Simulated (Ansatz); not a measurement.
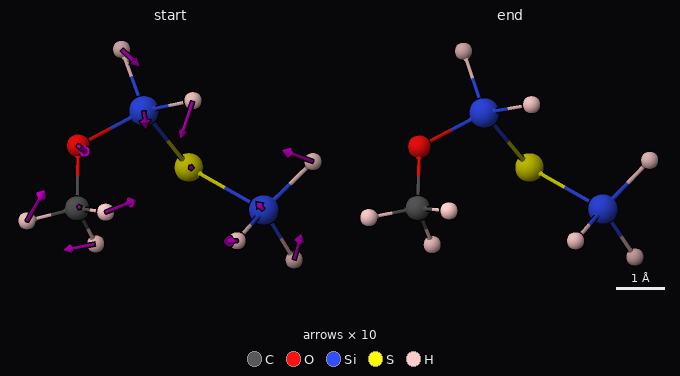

The structure of CH$_{8}$OSSi$_{2}$ before (left) and after (right) a relaxation, at one scale. The purple arrows give the displacements, 10 times their true length.

Style: ball-and-stick. Shown at a tilt.

The start comes from PBE-D4/def2-SVP.

All numbers below come from Ansatz, RKS PBE0-D4/def2-TZVP.

The input:
```yaml
crystal:
  periodic: [false, false, false]
  atoms:
    - {symbol: C, position_ang: [-1.833868, 0.949717, 0.392568]}
    - {symbol: O, position_ang: [-0.695701, 1.794258, 0.387985]}
    - {symbol: Si, position_ang: [0.871665, 1.236149, 0.223354]}
    - {symbol: S, position_ang: [1.127879, 0.048889, -1.574818]}
    - {symbol: Si, position_ang: [1.029093, -1.916115, -0.666054]}
    - {symbol: H, position_ang: [-1.881102, 0.320739, -0.524932]}
    - {symbol: H, position_ang: [-1.850425, 0.273877, 1.278743]}
    - {symbol: H, position_ang: [-2.742105, 1.585221, 0.426105]}
    - {symbol: H, position_ang: [1.273615, 0.370186, 1.392118]}
    - {symbol: H, position_ang: [1.715540, 2.463394, 0.110807]}
    - {symbol: H, position_ang: [0.964153, -2.896578, -1.801311]}
    - {symbol: H, position_ang: [-0.199294, -2.061828, 0.192590]}
    - {symbol: H, position_ang: [2.241151, -2.202508, 0.177445]}
basis:
  gaussian: {orbitals: def2-TZVP}
hamiltonian: {xc: pbe0, dispersion: d4}
relax: {f_tol: 0.005, max_steps: 150}
```

Describe what moved and what it gained.

Answer. The energy falls by 7.39 kJ/mol in 9 geometry steps. The largest force component goes from 0.73 to 0.0045 eV/Å. The largest move after the best rigid fit is that of H8, 0.11 Å. By element the largest moves are H 0.11 Å, O 0.06 Å, Si 0.05 Å, S 0.01 Å, C 0.01 Å. Some distances before and after: O2–Si3 1.672 → 1.633 Å, S4–Si5 2.167 → 2.136 Å, Si3–H9 1.509 → 1.490 Å, C1–H6 1.113 → 1.095 Å.
